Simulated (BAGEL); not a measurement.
**HF/6-31G(d) (density fitting with qzvpp-jkfit, spherical functions) run of C2HAlF2 (SMILES C#[C][Al]([F])[F])**

Aim: the vertical electron affinity of C2HAlF2 at HF/6-31G* (density fitting with qzvpp-jkfit, spherical functions), from 2 runs. 

The results are computed with BAGEL 1.2.2.

1 further run of the same task is left out (set aside as unsound or not needed).

**1. Starting point**

C2HAlF2: 6 atoms, total charge 0, spin state singlet. SMILES: `C#[C][Al]([F])[F]`. The coordinates come from a PBE0-D4/def2-TZVP relaxation.

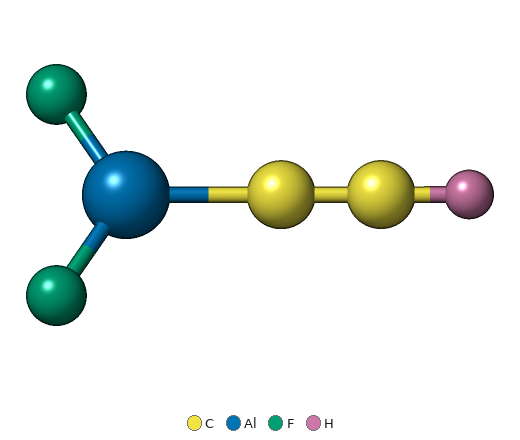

Viewed from a chosen angle; carbon yellow, aluminium blue, fluorine teal, hydrogen pink.

**2. The energy at HF/6-31G(d) (density fitting with qzvpp-jkfit, spherical functions)**

hf.json

```json
{ "bagel" : [

{
  "title" : "molecule",
  "basis" : "6-31gs.json",
  "df_basis" : "qzvpp-jkfit",
  "angstrom" : true,
  "geometry" : [
    { "atom" : "C", "xyz" : [      -1.009600,       0.675600,       1.373000 ] },
    { "atom" : "C", "xyz" : [      -0.344400,       0.226600,       0.470000 ] },
    { "atom" : "Al", "xyz" : [       0.688500,      -0.470600,      -0.933100 ] },
    { "atom" : "F", "xyz" : [       0.677800,      -2.069600,      -1.273800 ] },
    { "atom" : "F", "xyz" : [       1.626900,       0.502000,      -1.853000 ] },
    { "atom" : "H", "xyz" : [      -1.597100,       1.072100,       2.170500 ] }
  ]
},

{ "title" : "hf" },

{ "title" : "print", "file" : "orbitals.molden", "orbitals" : true }

]}
```

The basis set 6-31G* is read from a file made from the Basis Set Exchange's data (not shown).

Launch:

```bash
$ BAGEL_NUM_THREADS=1 BAGEL hf.json > hf.out
```

Standard output:

```text
* using 1 threads per process

  ===============================================================
  ===============================================================

  *** Geometry ***

  { "atom" : "C", "xyz" : [     -1.907867,      1.276699,      2.594594 ] },
  { "atom" : "C", "xyz" : [     -0.650822,      0.428212,      0.888171 ] },
  { "atom" : "Al", "xyz" : [      1.301076,     -0.889305,     -1.763303 ] },
  { "atom" : "F", "xyz" : [      1.280856,     -3.910977,     -2.407133 ] },
  { "atom" : "F", "xyz" : [      3.074395,      0.948643,     -3.501663 ] },
  { "atom" : "H", "xyz" : [     -3.018082,      2.025975,      4.101651 ] },

  Number of auxiliary basis functions:      450

  Since a DF basis is specified, we compute 2- and 3-index integrals:
    o Being stored without compression. Storage requirement is 0.021 GB

  Number of basis functions:       76
  Number of electrons      :       44

    * METHOD: MOLECULE                             0.15

  *** RHF ***

  === Nuclear Repulsion ===
   182.4364636538

      * DIIS with orbital gradients will be used.

  === RHF iteration (6-31gs.json) ===
      0       -516.93356054          0.02459375           0.06
      1       -517.11378265          0.01507290           0.07
      2       -517.20430864          0.00149525           0.06
      3       -517.20550072          0.00040009           0.06
      4       -517.20558320          0.00011572           0.07
      5       -517.20559102          0.00005910           0.06
      6       -517.20559354          0.00002934           0.06
      7       -517.20559506          0.00001217           0.06
      8       -517.20559539          0.00000455           0.06
      9       -517.20559542          0.00000177           0.06
     10       -517.20559543          0.00000046           0.06
     11       -517.20559543          0.00000011           0.06
     12       -517.20559543          0.00000004           0.06
     13       -517.20559543          0.00000002           0.06
     14       -517.20559543          0.00000001           0.06
    * SCF iteration converged.

    * Permanent dipole moment:
           (    0.536916,    -0.362645,    -0.729437) a.u.

    * METHOD: HF                                   1.08

    * METHOD: PRINT                                0.01

  ===============================================================
```

It took 1.5 s on 1 thread of Intel Xeon 6975P-C (Granite Rapids), shared host; peak memory 0.11 GiB.

**3. The doublet anion, same level**

calc.json

```json
{ "bagel": [

{
  "title": "molecule",
  "basis": "6-31gs.json",
  "df_basis": "qzvpp-jkfit",
  "angstrom": true,
  "geometry": [
    { "atom": "C", "xyz": [      -1.009600,       0.675600,       1.373000 ] },
    { "atom": "C", "xyz": [      -0.344400,       0.226600,       0.470000 ] },
    { "atom": "Al", "xyz": [       0.688500,      -0.470600,      -0.933100 ] },
    { "atom": "F", "xyz": [       0.677800,      -2.069600,      -1.273800 ] },
    { "atom": "F", "xyz": [       1.626900,       0.502000,      -1.853000 ] },
    { "atom": "H", "xyz": [      -1.597100,       1.072100,       2.170500 ] }
  ]
},

{
  "title": "uhf",
  "charge": -1,
  "nopen": 1
},

{
  "title": "print",
  "file": "orbitals.molden",
  "orbitals": true
}

]}
```

The basis set 6-31G* is read from a file made from the Basis Set Exchange's data (not shown).

Launch:

```bash
$ BAGEL_NUM_THREADS=1 BAGEL calc.json > calc.out
```

Standard output:

```text
* using 1 threads per process

  ===============================================================
  ===============================================================

  *** Geometry ***

  { "atom" : "C", "xyz" : [     -1.907867,      1.276699,      2.594594 ] },
  { "atom" : "C", "xyz" : [     -0.650822,      0.428212,      0.888171 ] },
  { "atom" : "Al", "xyz" : [      1.301076,     -0.889305,     -1.763303 ] },
  { "atom" : "F", "xyz" : [      1.280856,     -3.910977,     -2.407133 ] },
  { "atom" : "F", "xyz" : [      3.074395,      0.948643,     -3.501663 ] },
  { "atom" : "H", "xyz" : [     -3.018082,      2.025975,      4.101651 ] },

  Number of auxiliary basis functions:      450

  Since a DF basis is specified, we compute 2- and 3-index integrals:
    o Being stored without compression. Storage requirement is 0.021 GB

  Number of basis functions:       76
  Number of electrons      :       44

    * METHOD: MOLECULE                             0.19

  *** Open-shell HF ***

  === Nuclear Repulsion ===
   182.4364636538

      * DIIS with orbital gradients will be used.

  === UHF iteration (6-31gs.json) ===
      0       -516.77615479          0.05089033           0.10
      1       -517.00008428          0.03288719           0.07
      2       -517.07340944          0.02018312           0.10
      3       -517.11849693          0.00141632           0.15
      4       -517.11920973          0.00071084           0.15
      5       -517.11947018          0.00022708           0.15
      6       -517.11953027          0.00008468           0.14
      7       -517.11956623          0.00004270           0.16
      8       -517.11959994          0.00001569           0.15
      9       -517.11961987          0.00001060           0.16
     10       -517.11963823          0.00000788           0.14
     11       -517.11965930          0.00000636           0.15
     12       -517.11968207          0.00000612           0.15
     13       -517.11969367          0.00000598           0.15
     14       -517.11971884          0.00000610           0.14
     15       -517.11972328          0.00000611           0.14
     16       -517.11972487          0.00000610           0.15
     17       -517.11972279          0.00000609           0.14
     18       -517.11970374          0.00000601           0.15
     19       -517.11970979          0.00000605           0.14
     20       -517.11969901          0.00000597           0.14
     21       -517.11969863          0.00000604           0.10
     22       -517.11971939          0.00000553           0.09
     23       -517.11975642          0.00000502           0.09
     24       -517.11978296          0.00000480           0.08
     25       -517.11979127          0.00000402           0.08
     26       -517.11982217          0.00000803           0.08
     27       -517.11982174          0.00000652           0.09
     28       -517.11982150          0.00000535           0.12
     29       -517.11982091          0.00000392           0.12
     30       -517.11982146          0.00000212           0.12
     31       -517.11982069          0.00000100           0.11
     32       -517.11982097          0.00000078           0.10
     33       -517.11982109          0.00000074           0.10
     34       -517.11982126          0.00000066           0.09
     35       -517.11982157          0.00000062           0.09
     36       -517.11982185          0.00000052           0.09
     37       -517.11982208          0.00000046           0.09
     38       -517.11982216          0.00000039           0.09
     39       -517.11982218          0.00000031           0.09
     40       -517.11982220          0.00000028           0.09
     41       -517.11982222          0.00000026           0.10
     42       -517.11982223          0.00000026           0.11
     43       -517.11982222          0.00000025           0.14
     44       -517.11982222          0.00000025           0.14
     45       -517.11982222          0.00000025           0.15
     46       -517.11982222          0.00000024           0.14
     47       -517.11982222          0.00000024           0.14
     48       -517.11982224          0.00000025           0.14
     49       -517.11982223          0.00000022           0.14
     50       -517.11982224          0.00000017           0.14
     51       -517.11982225          0.00000013           0.14
     52       -517.11982225          0.00000005           0.14
     53       -517.11982225          0.00000004           0.14
     54       -517.11982225          0.00000002           0.14
     55       -517.11982225          0.00000001           0.14
     56       -517.11982225          0.00000001           0.14
    * SCF iteration converged.

    * S^2 (UHF) is 0.7917

    * Permanent dipole moment:
           (    0.839167,    -0.566735,    -1.141412) a.u.

    * METHOD: UHF                                  7.14

    * METHOD: PRINT                                0.01

  ===============================================================
```

Wall time 7.8 s (1 thread of Intel Xeon 6975P-C (Granite Rapids), shared host); peak memory 0.11 GiB.

**4. Summary of results**

At HF/6-31G* (density fitting with qzvpp-jkfit, spherical functions):

```
                                         quantity          value
                    singlet C2HAlF2: total energy  -517.20560 Eh
                   singlet C2HAlF2: dipole moment         2.48 D
                     singlet C2HAlF2: HOMO energy      -11.28 eV
                     singlet C2HAlF2: LUMO energy        1.93 eV
                   singlet C2HAlF2: HOMO–LUMO gap       13.21 eV
                      doublet anion: total energy  -517.11982 Eh
                              doublet anion: ⟨S²⟩          0.792
vertical electron affinity (to the doublet anion)      -2.334 eV
```

**Reading.** The anion lies 2.33 eV (225 kJ/mol) above the neutral: the electron isn't bound at this level, and such a value depends on the basis. Without diffuse functions anions come out too high. Hartree–Fock misses the correlation that binds many anions.
